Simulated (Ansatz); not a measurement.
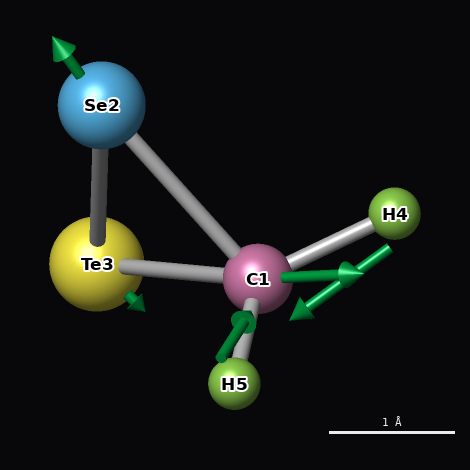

Arrows show the forces on the atoms, 0.3 Å of arrow for 1 eV/Å; forces under a tenth of the largest aren't drawn. Level of theory: ωB97M-V/def2-TZVPP (Ansatz 0.2.0).

### On which atom is the force largest, and how large is it?

On H4: 3.33 eV/Å.

### Along which bond is the force strongest?

C1–H4, now 1.213 Å: the forces pull its atoms together, so a first step downhill shortens it.

List the force components in the frame of the picture (x right, y up, z towards the viewer), in eV/Å.

| atom | Fx | Fy | Fz |
| --- | --- | --- | --- |
| C1 | 2.16 | 0.11 | 1.54 |
| Se2 | −0.76 | 1.06 | 0.54 |
| Te3 | 0.49 | −0.48 | −0.04 |
| H4 | −2.70 | −1.95 | −0.09 |
| H5 | 0.81 | 1.27 | −1.96 |
